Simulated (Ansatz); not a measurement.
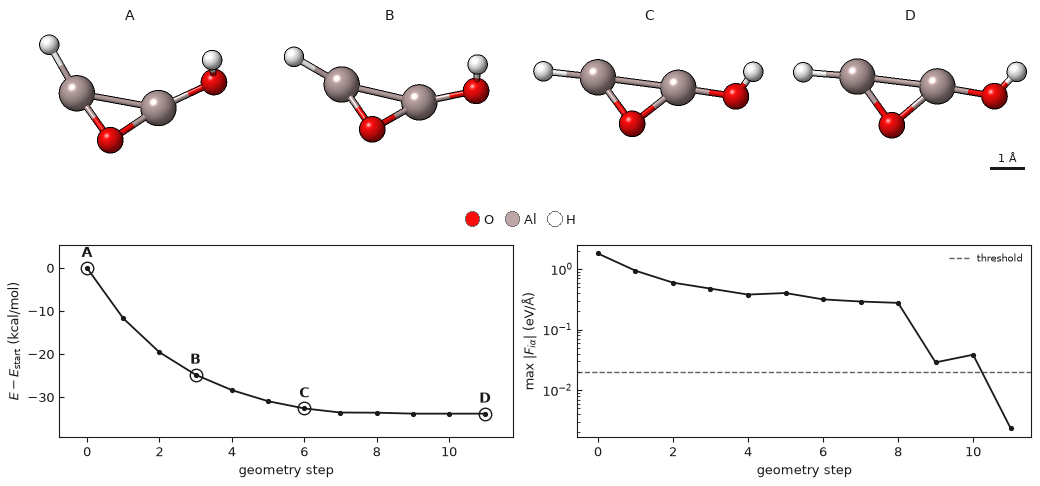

Frames of a relaxation of Al2H2O2, marked on the history of the run. A ball-and-stick model, seen face on.

The run prepares an end point of a later path (hydrogen shift) calculation, from a guessed geometry.

These are results of Ansatz 0.2.0, RKS PBE-D4/def2-SVP, not measurements.

Input
```yaml
crystal:
  periodic: [false, false, false]
  atoms:
    - { symbol: O, position_ang: [-0.4361, -0.9906, -2.0239] }
    - { symbol: Al, position_ang: [0.1541, -0.8584, -0.3206] }
    - { symbol: O, position_ang: [1.3692, -0.5043, 0.9788] }
    - { symbol: Al, position_ang: [0.1037, 0.5222, 1.6924] }
    - { symbol: H, position_ang: [-0.3116, -0.0524, -2.4283] }
    - { symbol: H, position_ang: [-0.8371, 1.8195, 2.0554] }
basis:
  gaussian: { orbitals: def2-SVP }
hamiltonian:
  xc: pbe
  dispersion: d4
relax:
  f_tol: 0.02
  max_steps: 50
```

Command:
```bash
ansatz run input.yaml --threads 1 --pin off --max-ram 2048MiB --backend cpu --events-out ev --progress --plain --runs-dir out
```

Q: What happens along the run?

A: After 11 geometry steps the energy has fallen by 33.8 kcal/mol. Largest force component: 1.8 eV/Å at the start, 0.0024 eV/Å at the end. The largest move after the best rigid fit is that of H6, 1.12 Å. Largest moves by element: H 1.12 Å, Al 0.73 Å, O 0.58 Å. Among the contacts that change: O1–Al2 1.807 → 1.712 Å, O1–H5 1.029 → 0.971 Å, Al2–Al4 2.441 → 2.384 Å, Al2–O3 1.814 → 1.761 Å. Among the angles between lasting bonds that change: Al2–Al4–H6 129.8° → 177.5°, O1–Al2–Al4 144.3° → 177.3°, O3–Al4–H6 162.1° → 130.1°. From step 0 to 3: H6 moves most (0.58 Å), energy −24.8 kcal/mol. From step 3 to 6: H atoms move most (0.54 Å), energy −7.81 kcal/mol. From step 6 to 11: H5 moves most (0.28 Å), energy −1.22 kcal/mol.
